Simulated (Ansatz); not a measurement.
# BeB2 (P6/mmm): Grüneisen parameters, part 2 of 2

Does BeB2 (P6/mmm) expand much on heating, by its phonons?

Ansatz 0.2.0; DFT PBEsol, scalar-relativistic, plane waves, PAW.

So far, highest frequency on the path or at a solved wavevector (cm⁻¹): step 2 (response at finite wavevector) 1005.

## 4. Phonons at the other volume, volume ratio 0.97

The phonons are repeated at this volume on the same k and q meshes.

The input, input.yaml:

```yaml
crystal:
  lattice:
    - [2.9034002053, 0.0, 0.0]
    - [-1.4517001027, 2.5144183352, 0.0]
    - [0.0, 0.0, 2.8038813002]
  atoms:
    - { symbol: Be, position: [0.0, 0.0, 0.0] }
    - { symbol: B, position: [0.3333333333, 0.6666666667, 0.5] }
    - { symbol: B, position: [0.6666666667, 0.3333333333, 0.5] }
kpoints:
  mp_grid: { grid: [15, 15, 16] }
hamiltonian:
  xc: pbesol
scf:
  occupations: { method: methfessel_paxton, width: 0.15 }
output:
  eigenvalues: true
phonons:
  method: dfpt
  qmesh: [3, 3, 4]
  temperatures: { t_max: 1000, t_step: 50 }
  qpath:
    path:
      - [[0.0, 0.0, 0.0], [0.5, 0.0, 0.0], [0.33333333, 0.33333333, 0.0], [0.0, 0.0, 0.0], [0.0, 0.0, 0.5], [0.5, 0.0, 0.5], [0.33333333, 0.33333333, 0.5], [0.0, 0.0, 0.5]]
      - [[0.5, 0.0, 0.5], [0.5, 0.0, 0.0]]
      - [[0.33333333, 0.33333333, 0.5], [0.33333333, 0.33333333, 0.0]]
    npoints: 10
```

The run is started by

```
ansatz run input.yaml --threads 4 --pin off --max-ram 7168MiB --backend cpu --events-out ev --progress --plain --runs-dir out
```

Numbers of over 12 decimals in the logs are rounded to 6 here.

What it wrote:

```text
[...]
Crystal: 3 atoms, lattice volume = 20.469 Å³
Basis set: ecut = 420 eV, 405 PW (Γ), exchange–correlation on 40×40×40 points (8 copies of the dense FFT grid, shifted against one another)
Bands: 8, of which v1, the nominal top of the filled ones, is band 4 counted from 1 (3 counted from 0)
Symmetry: 24 space group operations
k-points: 243 of 3600
[...]
SCF iter   1: F=—  HF=-395.347669 eV  |F-HF|=—  |Δ(HF+E_count)|=         —  Δρ=3.62e-3  dr2=2.79e-3  ethr=1.77e-3  ⟨swp⟩=5.2  Hψ=14103  notcnv=0
[...]
SCF iter   7: F=-395.346752 eV  HF=-395.346752 eV  |F-HF|=5.00e-12  |Δ(HF+E_count)|=  2.15e-10  S|Δr|=    0.00e0  Δρ=1.57e-7  dr2=6.86e-12  ethr=1.00e-12  ⟨swp⟩=4.1  Hψ=8719  notcnv=0
SCF 1 converged in 7 iterations: F = -395.346752 eV  dr2 = 6.86e-12
[...]
SCF iter   3: F=-395.346752 eV  HF=-395.346752 eV  |F-HF|=5.68e-14  |Δ(HF+E_count)|=  2.27e-13  S|Δr|=    0.00e0  Δρ=1.72e-8  dr2=3.37e-14  ethr=1.00e-12  ⟨swp⟩=1.0  Hψ=4876  notcnv=0
SCF 2 converged in 3 iterations: F = -395.346752 eV  dr2 = 3.37e-14
[...]
NSCF: frozen V_eff on 243 k-points
[...]
SCF converged after 7 iterations
[...]
Free energy (F): -395.346752 eV
[...]
Internal energy: -395.346992 eV  (E = F + TS)
E sigma→0 (E₀):  -395.346812 eV
Entropy (-TS):   0.000240 eV (0.080 meV/atom)
Fermi energy:    10.070109 eV
[...]
--- Band table (eV; the first three rows and the last of 243) ---
[...]
ASR residual: 8.001e-5 → 0.000e0 eV/Å²; symmetrization residual: 1.453e-7 eV/Å²
  ASR residual per site (eV/Å²): 5.27e-5 8.00e-5 8.00e-5
  Γ frequencies (cm⁻¹): 0.00 0.00 0.00 262.39 366.10 366.10 643.13 962.73 962.73
--- Phonons (arbitrary-q DFPT): 9 irreducible q on the 3×3×4 mesh ---
[...]
interpolated dispersion: 93 rows × 9 modes
[...]
```

Elapsed: 97 s, on 4 threads of Arm Neoverse V2, shared host; peak memory 1.1 GiB.

This step gave:

* sum-rule residual before enforcement: 8.00e-5 eV/Å²
* lowest frequency on the path: -130.7 cm⁻¹
* highest frequency on the path or at a solved wavevector: 1031 cm⁻¹
* highest optical mode at the zone centre (no LO-TO term): 962.7 cm⁻¹
* lowest optical zone-centre mode: 262.4 cm⁻¹
* lowest mode on the q mesh (acoustic modes at Γ apart): -130.7 cm⁻¹

Frequencies (cm⁻¹) solved at each irreducible wavevector; negative means imaginary. Frequencies by wavevector, by row:

```csv
q in reciprocal lattice units,star,mode 1,mode 2,mode 3,mode 4,mode 5,mode 6,mode 7,mode 8,mode 9
0 0 0,1,0,0,0,262.4,366.1,366.1,643.1,962.7,962.7
0 0 0.25,2,64.3,64.3,276.5,314.3,314.3,382.1,577.2,929.5,929.5
0 0 -0.5,1,-130.7,124.9,124.9,153.1,153.1,411.9,472.2,823.9,823.9
0 0.3333 0,6,120,238,251.6,301.6,386.7,558.8,699.5,994.4,1000
0 0.3333 0.25,12,236.1,242.5,286,344.2,379.6,472.1,703.3,976.9,1007
0 0.3333 -0.5,6,254.7,257.6,376.4,379.2,403.7,418.7,711.5,968.6,1029
0.3333 0.3333 0,2,171.7,281.2,281.2,388.9,388.9,645.4,813.3,813.3,1031
0.3333 0.3333 0.25,4,253.9,253.9,272.2,411.4,411.4,658.4,827.3,827.3,1019
0.3333 0.3333 -0.5,2,279.9,279.9,353.9,429.5,429.5,667.4,838.5,838.5,992.3
```

The highest optical mode at the zone centre (no LO-TO term) is 962.7 cm⁻¹, +73.1 cm⁻¹ against the base run.

## 5. Relaxing at another volume, volume ratio 1.03

The volume is scaled by 1.03 and held, while shape and atoms relax as far as symmetry allows. The modes can then be followed against volume.

The input, input.yaml:

```yaml
crystal:
  lattice:
    - [2.9501778358, 0.0, 0.0]
    - [-1.4750889179, 2.5549289515, 0.0]
    - [0.0, 0.0, 2.8836498809]
  atoms:
    - { symbol: Be, position: [0.0, 0.0, 0.0] }
    - { symbol: B, position: [0.3333333333, 0.6666666667, 0.5] }
    - { symbol: B, position: [0.6666666667, 0.3333333333, 0.5] }
kpoints:
  mp_grid: { grid: [15, 15, 16] }
hamiltonian:
  xc: pbesol
scf:
  occupations: { method: methfessel_paxton, width: 0.15 }
output:
  forces: true
  stress: true
  eigenvalues: true
  write_density: true
  write_potential: true
  elf: true
  volumetric_format: npy
relax:
  adjacent_minimum: "off"
  f_tol: 0.001
  max_steps: 60
  cell: { stress_tol: 0.01, fix: [volume] }
```

What it wrote:

```text
[...]
Crystal: 3 atoms, lattice volume = 21.735 Å³
Basis set: ecut = 420 eV, 405 PW (Γ), exchange–correlation on 40×40×40 points (8 copies of the dense FFT grid, shifted against one another)
Bands: 8, of which v1, the nominal top of the filled ones, is band 4 counted from 1 (3 counted from 0)
Symmetry: 24 space group operations
[...]
k-points: 243 of 3600
[...]
--- Band table (eV; the first three rows and the last of 243) ---
[...]
--- Relaxed structure (5 steps of the walk, 5 accepted, 2 SCFs on fresh bases) ---
[...]
cell:  # Å, volume = 21.7355 Å³
    - [2.939984, 0.0, 0.0]
    - [-1.469992, 2.546101, 0.0]
    - [0.0, 0.0, 2.903681]
  atoms:
    - { symbol: Be, position: [0, 0, 0.0] }
    - { symbol: B, position: [0.333333, 0.666667, 0.5] }
    - { symbol: B, position: [0.666667, 0.333333, 0.5] }
[key lines of the parts left out:]
SCF converged after 4 iterations
Free energy (F): -395.347444 eV
Fermi energy:    9.309874 eV
P = ⅓ Tr σ = -4.9372 GPa (-49.372 kbar)
```

It took 5.3 s on 4 threads; peak memory 0.35 GiB; 19 s of CPU time.

Relaxation path:

```csv
step,energy less that of the first step (eV),largest force component (eV/Å),pressure (GPa),volume (Å³)
1,0.0000,0.0000,-5.81,21.74
2,-0.0018,0.0000,-5.03,21.74
3,-0.0019,0.0000,-4.94,21.74
4,-0.0019,0.0000,-4.94,21.74
5*,-0.0018,0.0000,-4.94,21.74
6,-0.0018,0.0000,-4.94,21.74
7*,-0.0018,0.0000,-4.94,21.74
```

Relaxation steps marked * repeat the geometry before them on a plane-wave basis chosen anew for their cell, so energy and pressure can jump there.

Forces are held to the 24 operations that the run works with; a distortion that breaks them can't arise in this run.

```csv
"conventional cell, symmetrised",before,after,change
a (Å),2.950,2.940,-0.3 %
b (Å),2.950,2.940,-0.3 %
c (Å),2.884,2.904,+0.7 %
volume (Å³/atom),7.25,7.25,+0.0 %
```

The relaxed structure:

```xyz
3
Lattice="2.9400 0.0000 0.0000 -1.4700 2.5461 0.0000 0.0000 0.0000 2.9037" Properties=species:S:1:pos:R:3 pbc="T T T"
Be    0.0000    0.0000    0.0000
B     0.0000    1.6974    1.4518
B     1.4700    0.8487    1.4518
```

This step gave:

```yaml
pressure: -4.937 GPa
volume_per_atom: 7.245 Å³
```

## 6. Phonons at the other volume, volume ratio 1.03

The phonons are repeated at this volume on the same k and q meshes.

The input, input.yaml:

```yaml
crystal:
  lattice:
    - [2.9399842646, 0.0, 0.0]
    - [-1.4699921323, 2.5461010598, 0.0]
    - [0.0, 0.0, 2.9036810421]
  atoms:
    - { symbol: Be, position: [0.0, 0.0, 0.0] }
    - { symbol: B, position: [0.3333333333, 0.6666666667, 0.5] }
    - { symbol: B, position: [0.6666666667, 0.3333333333, 0.5] }
kpoints:
  mp_grid: { grid: [15, 15, 16] }
hamiltonian:
  xc: pbesol
scf:
  occupations: { method: methfessel_paxton, width: 0.15 }
output:
  eigenvalues: true
phonons:
  method: dfpt
  qmesh: [3, 3, 4]
  temperatures: { t_max: 1000, t_step: 50 }
  qpath:
    path:
      - [[0.0, 0.0, 0.0], [0.5, 0.0, 0.0], [0.33333333, 0.33333333, 0.0], [0.0, 0.0, 0.0], [0.0, 0.0, 0.5], [0.5, 0.0, 0.5], [0.33333333, 0.33333333, 0.5], [0.0, 0.0, 0.5]]
      - [[0.5, 0.0, 0.5], [0.5, 0.0, 0.0]]
      - [[0.33333333, 0.33333333, 0.5], [0.33333333, 0.33333333, 0.0]]
    npoints: 10
```

What it wrote:

```text
[...]
Crystal: 3 atoms, lattice volume = 21.735 Å³
Basis set: ecut = 420 eV, 405 PW (Γ), exchange–correlation on 40×40×40 points (8 copies of the dense FFT grid, shifted against one another)
Bands: 8, of which v1, the nominal top of the filled ones, is band 4 counted from 1 (3 counted from 0)
Symmetry: 24 space group operations
k-points: 243 of 3600
[...]
Fermi energy:    9.309874 eV
[...]
--- Band table (eV; the first three rows and the last of 243) ---
[...]
ASR residual: 3.176e-5 → 0.000e0 eV/Å²; symmetrization residual: 1.812e-7 eV/Å²
  ASR residual per site (eV/Å²): 3.18e-5 3.00e-6 3.00e-6
  Γ frequencies (cm⁻¹): 0.00 0.00 0.00 173.49 305.90 305.90 627.52 841.28 841.28
--- Phonons (arbitrary-q DFPT): 9 irreducible q on the 3×3×4 mesh ---
[...]
interpolated dispersion: 93 rows × 9 modes
[...]
[key lines of the parts left out:]
SCF converged after 8 iterations
Free energy (F): -395.347444 eV
```

The job ended after 1.7 min (4 threads; peak memory 1.1 GiB).

Numbers from this step:

- sum-rule residual before enforcement: 3.18e-5 eV/Å²
- lowest frequency on the path: -60.58 cm⁻¹
- highest frequency on the path or at a solved wavevector: 980.1 cm⁻¹
- highest optical mode at the zone centre (no LO-TO term): 841.3 cm⁻¹
- lowest optical zone-centre mode: 173.5 cm⁻¹
- lowest mode on the q mesh (acoustic modes at Γ apart): 22.7 cm⁻¹

Frequencies (cm⁻¹) solved at each irreducible wavevector; negative means imaginary. Frequencies by wavevector, by row:

```csv
q in reciprocal lattice units,star,mode 1,mode 2,mode 3,mode 4,mode 5,mode 6,mode 7,mode 8,mode 9
0 0 0,1,0,0,0,173.5,305.9,305.9,627.5,841.3,841.3
0 0 0.25,2,32.7,32.7,256,256,257.6,312.8,572.3,854.5,854.5
0 0 -0.5,1,54.9,54.9,63.9,63.9,255.8,368.9,391.6,652.9,652.9
0 0.3333 0,6,22.7,197.8,206.3,236.1,363.6,543.3,664.6,935.6,936
0 0.3333 0.25,12,188.4,222.3,236.7,290,360.6,473.3,669.3,921.4,957.1
0 0.3333 -0.5,6,208.6,230.1,332.1,360.8,366.8,434.4,675.5,917.5,976.5
0.3333 0.3333 0,2,39.9,237,237,362.8,362.8,624.3,777.9,777.9,970.3
0.3333 0.3333 0.25,4,213.1,243.4,243.4,385,385,636.6,790.6,790.6,975.2
0.3333 0.3333 -0.5,2,249.8,249.8,293,412.8,412.8,645.9,797.8,797.8,941.7
```

The highest optical mode at the zone centre (no LO-TO term) is 841.3 cm⁻¹, -48.3 cm⁻¹ against the base run.

## 7. Grüneisen parameters

The Grüneisen parameter of a mode is minus the logarithmic change of its frequency with volume, −d ln ω / d ln V; weighted by heat capacity it gives the expansion.

This step gave:

```
bulk modulus : 173.7 GPa
```

The phonon branches at the labelled points (cm⁻¹):

```csv
point,branch 1,branch 2,branch 3,branch 4,branch 5,branch 6,branch 7,branch 8,branch 9
Γ,0,0,0,220,336,336,635,890,890
M,98,226,269,350,413,437,862,898,978
K,123,265,265,375,375,634,799,799,1004
Γ,0,0,0,220,336,336,635,890,890
A,94,94,115,115,169,389,426,734,734
L,255,271,336,415,434,438,922,932,962
H,267,267,324,422,422,656,819,819,971
A,94,94,115,115,169,389,426,734,734
jump to L,255,271,336,415,434,438,922,932,962
M,98,226,269,350,413,437,862,898,978
jump to H,267,267,324,422,422,656,819,819,971
K,123,265,265,375,375,634,799,799,1004
```

The same for volume x 0.97:

```csv
point,branch 1,branch 2,branch 3,branch 4,branch 5,branch 6,branch 7,branch 8,branch 9
Γ,0,0,0,262,366,366,643,963,963
M,151,252,301,362,415,442,877,925,1002
K,172,281,281,389,389,645,813,813,1031
Γ,0,0,0,262,366,366,643,963,963
A,-131,125,125,153,153,412,472,824,824
L,278,279,356,434,436,439,935,955,978
H,280,280,354,430,430,667,838,838,992
A,-131,125,125,153,153,412,472,824,824
L,278,279,356,434,436,439,935,955,978
M,151,252,301,362,415,442,877,925,1002
H,280,280,354,430,430,667,838,838,992
K,172,281,281,389,389,645,813,813,1031
```

The same for volume x 1.03:

```csv
point,branch 1,branch 2,branch 3,branch 4,branch 5,branch 6,branch 7,branch 8,branch 9
Γ,0,0,0,174,306,306,628,841,841
M,-52,196,238,339,407,434,846,874,948
K,40,237,237,363,363,624,778,778,970
Γ,0,0,0,174,306,306,628,841,841
A,55,55,64,64,256,369,392,653,653
L,233,259,312,401,430,436,908,908,941
H,250,250,293,413,413,646,798,798,942
A,55,55,64,64,256,369,392,653,653
L,233,259,312,401,430,436,908,908,941
M,-52,196,238,339,407,434,846,874,948
H,250,250,293,413,413,646,798,798,942
K,40,237,237,363,363,624,778,778,970
```

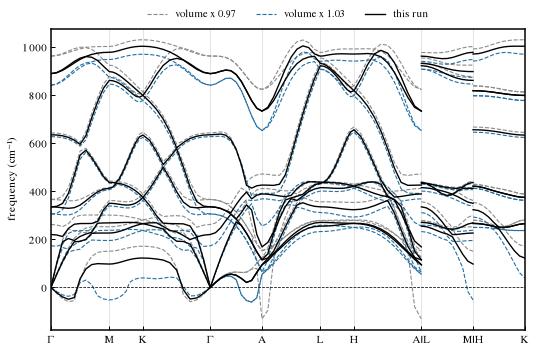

Phonon branches along the path; dashed: volume x 0.97 and volume x 1.03.

## 8. Outcome

```
bulk modulus : 174 GPa
```

**Reading.** No expansion is given, because modes are imaginary at one volume or more. The highest optical mode at Γ goes from 963 to 841 cm⁻¹ as the cell grows, a Grüneisen parameter of 2.25. Branches are matched by rank, so values near crossings are rough. The q mesh stands for a supercell only 8.8 Å across, so branches between the solved wavevectors are rough. With no gap, or one that is small against the smearing, the frequencies hang on the k mesh and the smearing, most of all near Kohn anomalies. A phonon run warned that its eigensolver left some bands unconverged in a pass.

[Logs are printed without paths, hosts, clocks, repeated set-up lines and the standing remarks that a program may print on its own settings, such as how far it seeks lower states.]

[Hosts, paths, dates, database ids (printed as entryN), source tags and the programs' standing remarks are cut or masked in the printed files.]
